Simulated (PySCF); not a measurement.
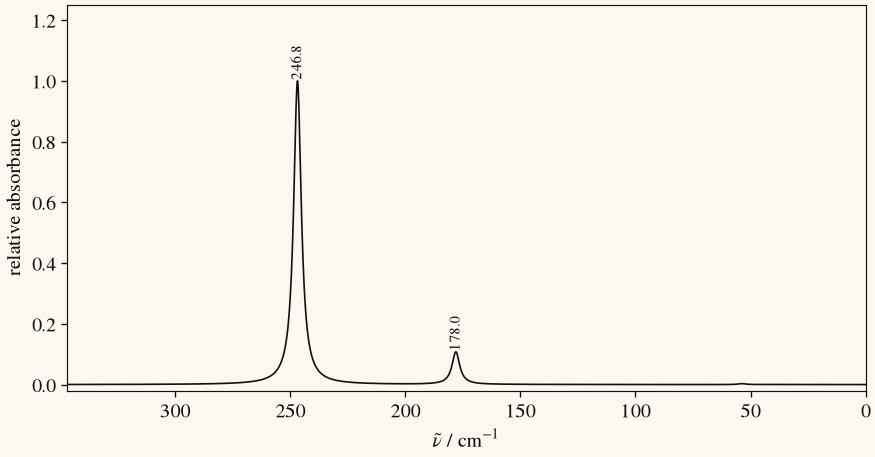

Unscaled harmonic wavenumbers and double-harmonic intensities, PBE/def2-SVP (ECP), PySCF 2.14.0, isolated molecule. Structures are the lowest points that the searches found. Degenerate modes count as one line, with their intensities summed. Lorentzian lines of 4 cm⁻¹ full width. Close modes add up in the curve.

**Which molecule gives this infrared spectrum?**
A. GaI₂, doublet
B. TcF₆⁺, singlet
C. TaCl₄⁺, singlet

Option A. It has its most intense lines at 246.8 and 178.0 cm⁻¹.

Note: spin-orbit coupling is left out, and with I it can shift these values; double-zeta basis on some or all atoms.
